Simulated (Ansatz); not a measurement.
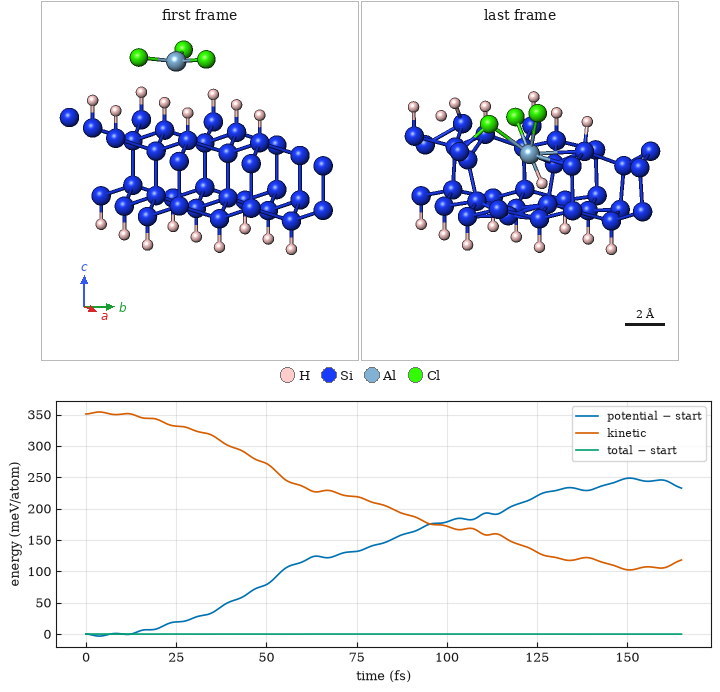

Molecular dynamics of AlCl3 on Si(111), H-covered but for one site, underside capped with H (57 atoms in the cell), of which 165 fs are on record. A ball-and-stick model of the simulation cell, with the vacuum cut short, seen slightly off an axis. Bonds to atoms that aren't drawn are left out.

Level of theory: DFT PBE-D3(BJ), scalar-relativistic, plane waves, PAW in Ansatz. Settings: plane-wave cutoff 420 eV; k-point mesh 1 × 1 × 1; Fermi-Dirac smearing 0.02 eV; spin collinear; 18 atoms held fixed; constant energy (NVE); time step 0.75 fs; at the start 4 atoms move with typed velocities and the others are at rest.

Check the integration.

The total energy stays between −0.15 and 0.014 meV per atom of its start. A straight-line fit has a slope that amounts to −0.011 meV per atom over 165 fs (under 0.1 % of the mean kinetic energy), its mean offset in the second half is under 0.1 %, and the ripple about the line is under 0.1 % of the kinetic energy's fluctuation. With a drift under 2 % and a ripple under 7 %, the integration is accurate. The run was cut off by its time limit after 220 steps. The mean temperature in the second half is 1606 K (standard deviation 351 K). The potential energy is still drifting at the end, so the run hasn't reached equilibrium. The potential energy in the second half lies on average 209 meV per atom above the first frame.

Cost: 99 min on 4 threads of Arm Neoverse V1, on a shared host, peak memory 2.9 GiB.

PAW datasets: the set soft_1.
